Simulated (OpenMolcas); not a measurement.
# Geometry relaxation, with input and output: SiH3 (part 2 of 4)

SiH3, multiplicity 2, SMILES [SiH3]; CASSCF/def2-SVP (OpenMolcas 26.06). The geometry comes from this level: GFN2-xTB.

Geometry of the input (Å):
```
Si 0.2066  -0.0189  -0.1151
H  0.5871  0.6618  1.1056
H  -0.1950  -1.4016  0.0434
H  -0.5987  0.7587  -1.0339
```

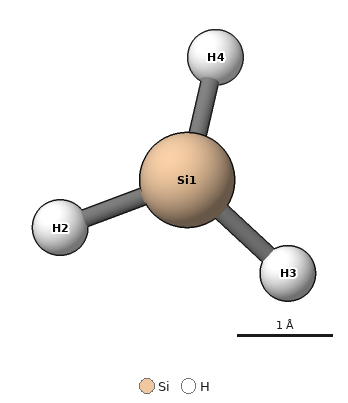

The structure as given in the input (ball-and-stick view, seen at a tilt; atoms are numbered from 1 in the order of the input).

The program's output, continued:
```
 Maximum number of iterations:                40
 Convergence test a la Schlegel.
 Convergence criterion on gradient/para.<=: 3.0E-04
 Convergence criterion on step/parameter<=: 3.0E-04
 Convergence criterion on energy change <=: 0.0E+00
 Parameters for step-restricted optimization
 Maximum step length (initial seed):       3.00E-01

 -RFO activated with parameters:
   Maximum number of data points used in RFO:      5
 Line search is performed

 -Optimization for minimum.
  Optimization method: RS-RFO.

 -Initial Hessian guessed by Hessian Model Function (HMF).
  HMF augmented with weak interactions.

 -Hessian update method: Broyden-Fletcher-Goldfarb-Shanno
  Maximum number of points in Hessian update:  5

 -Relaxation will be done on non-redundant internal coordinates, based on
  force constant weighted redundant internal coordinates.

--

 ******************************************
 * Statistics of the internal coordinates *
 ******************************************
 Translations and Rotations:         0
 Bonds                     :         3
 Angles                    :         3
 Torsions                  :         0
 Out-of-plane angles       :         0

**********************************************************************************************************************
*                                    Energy Statistics for Geometry Optimization                                     *
**********************************************************************************************************************
                       Energy     Grad      Grad              Step                 Estimated   Geom       Hessian
Iter      Energy       Change     Norm      Max    Element    Max     Element     Final Energy Update Update   Index
  1   -290.57104127  0.00000000 0.043683  0.036137 nrc003  -0.277944* nrc006     -290.57669452 RS-RFO  None      0

       +----------------------------------+----------------------------------+
       +    Cartesian Displacements       +    Gradient in internals         +
       +  Value      Threshold Converged? +  Value      Threshold Converged? +
 +-----+----------------------------------+----------------------------------+
 + RMS + 2.2410E-01  1.2000E-03     No    + 1.7834E-02  3.0000E-04     No    +
 +-----+----------------------------------+----------------------------------+
 + Max + 3.6197E-01  1.8000E-03     No    + 3.6137E-02  4.5000E-04     No    +
 +-----+----------------------------------+----------------------------------+

 Convergence not reached yet!

*****************************************************************************************************************
*****************************************************************************************************************

++ Geometry section

********************************************************************************
  Geometrical information of the new structure
********************************************************************************

 *********************************************************
 * Nuclear coordinates for the next iteration / bohr     *
 *********************************************************
  ATOM              X               Y               Z
  SI1              0.705161       -0.064523       -0.393794
  H2               0.960847        1.216126        2.077352
  H3              -0.464619       -2.545902        0.141152
  H4              -1.201389        1.394299       -1.824710

 *********************************************************
 * Nuclear coordinates for the next iteration / angstrom *
 *********************************************************
  ATOM              X               Y               Z
  SI1              0.373155       -0.034144       -0.208387
  H2               0.508458        0.643546        1.099288
  H3              -0.245866       -1.347234        0.074695
  H4              -0.635748        0.737831       -0.965595

                    ***************************************
                    *    InterNuclear Distances / bohr    *
                    ***************************************

               1 SI1           2 H2            3 H3            4 H4
    1 SI1      0.000000
    2 H2       2.794996        0.000000
    3 H3       2.794960        4.464715        0.000000
    4 H4       2.794748        4.464650        4.464598        0.000000

                    *******************************************
                    *    InterNuclear Distances / angstrom    *
                    *******************************************

               1 SI1           2 H2            3 H3            4 H4
    1 SI1      0.000000
    2 H2       1.479048        0.000000
    3 H3       1.479029        2.362626        0.000000
    4 H4       1.478917        2.362591        2.362563        0.000000

                    **************************************
                    *    Valence Bond Angles / degree    *
                    **************************************
                          Atom centers                 Phi
                      2 H2       1 SI1      3 H3       106.01
                      2 H2       1 SI1      4 H4       106.02
                      3 H3       1 SI1      4 H4       106.02
--
--- Stop Module: slapaf /rc=_RC_CONTINUE_LOOP_ ---

>>> END DO

--- Start Module: seward ---
--- Stop Module: seward /rc=_RC_ALL_IS_WELL_ ---

--- Start Module: rasscf ---
--- Stop Module: rasscf /rc=_RC_ALL_IS_WELL_ ---
--- Module rasscf spent 1 second ---

--- Start Module: slapaf ---
--- Stop Module: slapaf /rc=_RC_INVOKED_OTHER_MODULE_ ---

--- Start Module: alaska ---
--- Stop Module: alaska /rc=_RC_ALL_IS_WELL_ ---

--- Start Module: slapaf ---

**********************************************************************************************************************
*                                    Energy Statistics for Geometry Optimization                                     *
**********************************************************************************************************************
                       Energy     Grad      Grad              Step                 Estimated   Geom       Hessian
Iter      Energy       Change     Norm      Max    Element    Max     Element     Final Energy Update Update   Index
  1   -290.57104127  0.00000000 0.043683  0.036137 nrc003  -0.277944* nrc006     -290.57669452 RS-RFO  None      0
  2   -290.57283143 -0.00179017 0.023276  0.029715 nrc004   0.141076  nrc004     -290.57566730 RS-RFO  BFGS      0

       +----------------------------------+----------------------------------+
       +    Cartesian Displacements       +    Gradient in internals         +
       +  Value      Threshold Converged? +  Value      Threshold Converged? +
 +-----+----------------------------------+----------------------------------+
 + RMS + 1.4586E-01  1.2000E-03     No    + 9.5023E-03  3.0000E-04     No    +
 +-----+----------------------------------+----------------------------------+
 + Max + 1.5420E-01  1.8000E-03     No    + 2.9715E-02  4.5000E-04     No    +
 +-----+----------------------------------+----------------------------------+

 Convergence not reached yet!

*****************************************************************************************************************
*****************************************************************************************************************

++ Geometry section

********************************************************************************
  Geometrical information of the new structure
********************************************************************************

 *********************************************************
 * Nuclear coordinates for the next iteration / bohr     *
 *********************************************************
  ATOM              X               Y               Z
  SI1              0.599762       -0.054901       -0.335687
  H2               1.064115        1.280462        2.169282
  H3              -0.442077       -2.696446        0.123384
  H4              -1.221800        1.470884       -1.956979

 *********************************************************
 * Nuclear coordinates for the next iteration / angstrom *
 *********************************************************
  ATOM              X               Y               Z
  SI1              0.317381       -0.029052       -0.177638
  H2               0.563105        0.677591        1.147935
  H3              -0.233937       -1.426898        0.065292
  H4              -0.646549        0.778359       -1.035589

--
--- Stop Module: slapaf /rc=_RC_CONTINUE_LOOP_ ---

>>> END DO

--- Start Module: seward ---
--- Stop Module: seward /rc=_RC_ALL_IS_WELL_ ---

--- Start Module: rasscf ---
--- Stop Module: rasscf /rc=_RC_ALL_IS_WELL_ ---
--- Module rasscf spent 1 second ---

--- Start Module: slapaf ---
--- Stop Module: slapaf /rc=_RC_INVOKED_OTHER_MODULE_ ---

--- Start Module: alaska ---
--- Stop Module: alaska /rc=_RC_ALL_IS_WELL_ ---

--- Start Module: slapaf ---

**********************************************************************************************************************
*                                    Energy Statistics for Geometry Optimization                                     *
**********************************************************************************************************************
                       Energy     Grad      Grad              Step                 Estimated   Geom       Hessian
Iter      Energy       Change     Norm      Max    Element    Max     Element     Final Energy Update Update   Index
  1   -290.57104127  0.00000000 0.043683  0.036137 nrc003  -0.277944* nrc006     -290.57669452 RS-RFO  None      0
  2   -290.57283143 -0.00179017 0.023276  0.029715 nrc004   0.141076  nrc004     -290.57566730 RS-RFO  BFGS      0
  3   -290.57572902 -0.00289759 0.010008 -0.007955 nrc003  -0.046756  nrc003     -290.57594810 RS-RFO  BFGS      0

       +----------------------------------+----------------------------------+
       +    Cartesian Displacements       +    Gradient in internals         +
       +  Value      Threshold Converged? +  Value      Threshold Converged? +
 +-----+----------------------------------+----------------------------------+
 + RMS + 2.3719E-02  1.2000E-03     No    + 4.0859E-03  3.0000E-04     No    +
 +-----+----------------------------------+----------------------------------+
 + Max + 3.6811E-02  1.8000E-03     No    + 7.9550E-03  4.5000E-04     No    +
 +-----+----------------------------------+----------------------------------+

 Convergence not reached yet!

*****************************************************************************************************************
*****************************************************************************************************************

++ Geometry section

********************************************************************************
  Geometrical information of the new structure
********************************************************************************

 *********************************************************
 * Nuclear coordinates for the next iteration / bohr     *
 *********************************************************
  ATOM              X               Y               Z
  SI1              0.569179       -0.052193       -0.315380
  H2               1.070710        1.277761        2.155264
  H3              -0.432844       -2.685966        0.112979
  H4              -1.207045        1.460398       -1.952863

 *********************************************************
 * Nuclear coordinates for the next iteration / angstrom *
 *********************************************************
  ATOM              X               Y               Z
  SI1              0.301197       -0.027619       -0.166892
  H2               0.566595        0.676162        1.140517
  H3              -0.229051       -1.421352        0.059786
  H4              -0.638741        0.772809       -1.033411

--
--- Stop Module: slapaf /rc=_RC_CONTINUE_LOOP_ ---

>>> END DO

--- Start Module: seward ---
--- Stop Module: seward /rc=_RC_ALL_IS_WELL_ ---

--- Start Module: rasscf ---
--- Stop Module: rasscf /rc=_RC_ALL_IS_WELL_ ---
--- Module rasscf spent 1 second ---

--- Start Module: slapaf ---
--- Stop Module: slapaf /rc=_RC_INVOKED_OTHER_MODULE_ ---

--- Start Module: alaska ---
--- Stop Module: alaska /rc=_RC_ALL_IS_WELL_ ---

--- Start Module: slapaf ---

**********************************************************************************************************************
*                                    Energy Statistics for Geometry Optimization                                     *
**********************************************************************************************************************
                       Energy     Grad      Grad              Step                 Estimated   Geom       Hessian
Iter      Energy       Change     Norm      Max    Element    Max     Element     Final Energy Update Update   Index
  1   -290.57104127  0.00000000 0.043683  0.036137 nrc003  -0.277944* nrc006     -290.57669452 RS-RFO  None      0
  2   -290.57283143 -0.00179017 0.023276  0.029715 nrc004   0.141076  nrc004     -290.57566730 RS-RFO  BFGS      0
  3   -290.57572902 -0.00289759 0.010008 -0.007955 nrc003  -0.046756  nrc003     -290.57594810 RS-RFO  BFGS      0
  4   -290.57595729 -0.00022827 0.000745 -0.000620 nrc003   0.011494  nrc004     -290.57596244 RS-RFO  BFGS      0

       +----------------------------------+----------------------------------+
       +    Cartesian Displacements       +    Gradient in internals         +
       +  Value      Threshold Converged? +  Value      Threshold Converged? +
 +-----+----------------------------------+----------------------------------+
 + RMS + 1.1781E-02  1.2000E-03     No    + 3.0408E-04  3.0000E-04     No    +
 +-----+----------------------------------+----------------------------------+
 + Max + 1.5004E-02  1.8000E-03     No    + 6.1997E-04  4.5000E-04     No    +
 +-----+----------------------------------+----------------------------------+

 Convergence not reached yet!

*****************************************************************************************************************
*****************************************************************************************************************

++ Geometry section
```
